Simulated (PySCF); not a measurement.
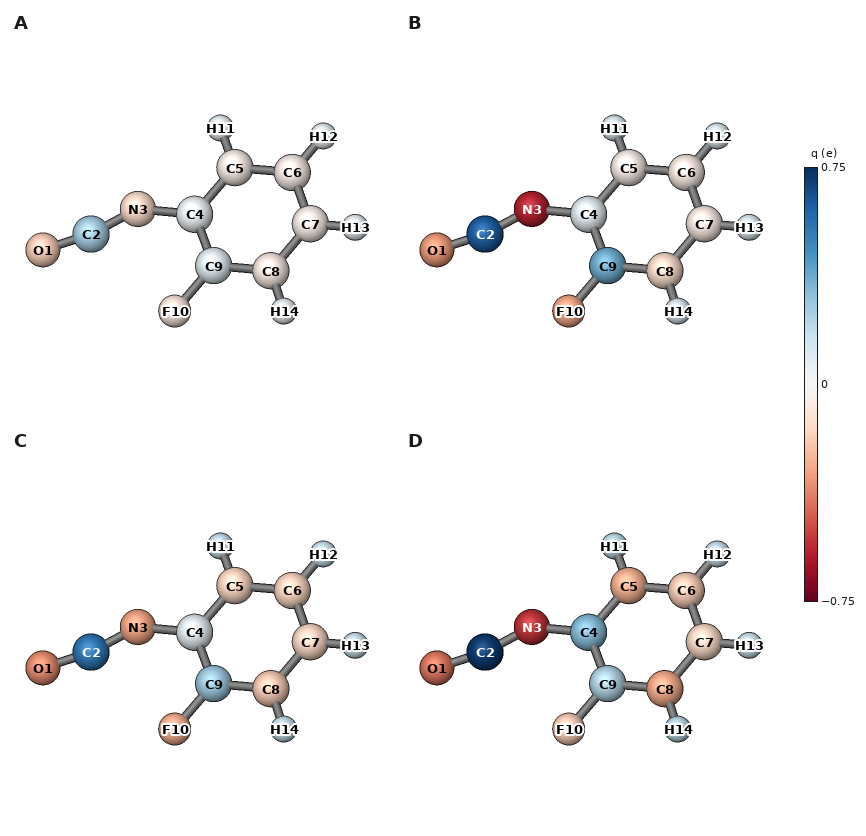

Atomic charges of one calculation by 4 schemes, on one colour scale. Computed geometry: GFN2-xTB optimisation. No frequency run is at hand to confirm it as a minimum. Level of theory: PBE0/pcSseg-1 (PySCF 2.14.0).

The schemes are ESP-fitted, Hirshfeld, IAO, Mulliken. Which panel shows which?

A Hirshfeld, B Mulliken, C IAO, D ESP-fitted.

List the charges (e), one line for each set of equivalent atoms.

```json
{"atom": "O1", "Hirshfeld": "−0.18", "Mulliken": "−0.32", "IAO": "−0.35", "ESP-fitted": "−0.40"}
{"atom": "C2", "Hirshfeld": "0.25", "Mulliken": "0.62", "IAO": "0.54", "ESP-fitted": "0.72"}
{"atom": "N3", "Hirshfeld": "−0.13", "Mulliken": "−0.57", "IAO": "−0.29", "ESP-fitted": "−0.54"}
{"atom": "C4", "Hirshfeld": "0.04", "Mulliken": "0.07", "IAO": "0.07", "ESP-fitted": "0.32"}
{"atom": "C5", "Hirshfeld": "−0.05", "Mulliken": "−0.04", "IAO": "−0.15", "ESP-fitted": "−0.26"}
{"atom": "C6", "Hirshfeld": "−0.05", "Mulliken": "−0.06", "IAO": "−0.16", "ESP-fitted": "−0.18"}
{"atom": "C7", "Hirshfeld": "−0.04", "Mulliken": "−0.06", "IAO": "−0.15", "ESP-fitted": "−0.14"}
{"atom": "C8", "Hirshfeld": "−0.06", "Mulliken": "−0.13", "IAO": "−0.19", "ESP-fitted": "−0.28"}
{"atom": "C9", "Hirshfeld": "0.08", "Mulliken": "0.36", "IAO": "0.27", "ESP-fitted": "0.22"}
{"atom": "F10", "Hirshfeld": "−0.08", "Mulliken": "−0.28", "IAO": "−0.27", "ESP-fitted": "−0.18"}
{"atom": "H11", "Hirshfeld": "0.06", "Mulliken": "0.11", "IAO": "0.17", "ESP-fitted": "0.20"}
{"atom": "H12", "Hirshfeld": "0.06", "Mulliken": "0.10", "IAO": "0.16", "ESP-fitted": "0.17"}
{"atom": "H13", "Hirshfeld": "0.06", "Mulliken": "0.10", "IAO": "0.16", "ESP-fitted": "0.16"}
{"atom": "H14", "Hirshfeld": "0.06", "Mulliken": "0.11", "IAO": "0.17", "ESP-fitted": "0.20"}
```
